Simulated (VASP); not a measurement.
Band structure of Si (diamond). Method: RPBE GGA, VASP's PBE PAW potentials (set 64) (plane waves; VASP).

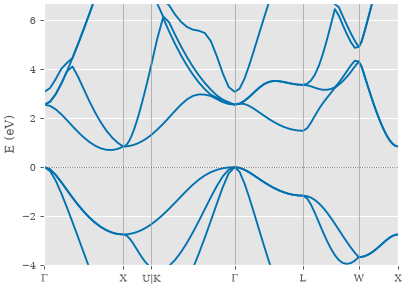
Figure. Bands along high-symmetry lines, zero at the valence-band maximum or, without a gap, the Fermi level

Q: Read the plot: is there a gap, and where are the band edges?

A: The gap is indirect, 0.70 eV, from the valence maximum at Γ to the conduction minimum at Γ-X at 0.86. (Edges off the drawn lines would not show.)

Measured: gap 1.23 eV (computed value off by -0.53 eV), as given by Wei Chen et al., Physical Review Materials (2018), doi:10.1103/physrevmaterials.2.073803 [zero-point renormalisation of 0.06 eV added back (the table's ZPR column)].

The compound is Si in the diamond structure. It was relaxed first.
